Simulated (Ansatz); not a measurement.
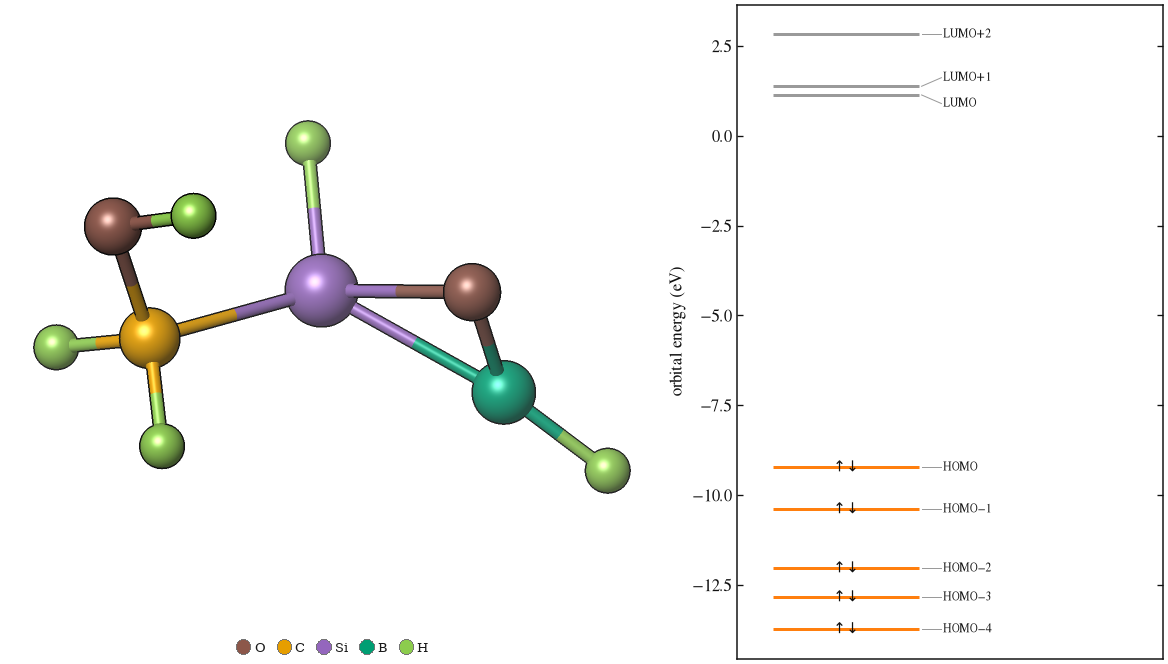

CH₅BO₂Si, SMILES OC[Si@@H]1BO1. Kohn-Sham orbital energies near the frontier, ωB97X-V/def2-TZVPP with the Ansatz code, at a PBE0-D4/def2-TZVP geometry (no frequency check), isolated molecule; empty levels in grey, levels within 0.03 eV side by side.

Where do the frontier orbitals lie?

HOMO at −9.23 eV, LUMO at 1.13 eV, 10.37 eV apart.

How far below the HOMO does the next level lie?

1.17 eV.

Note: one conformer of a flexible molecule; empty levels above zero depend strongly on the basis.
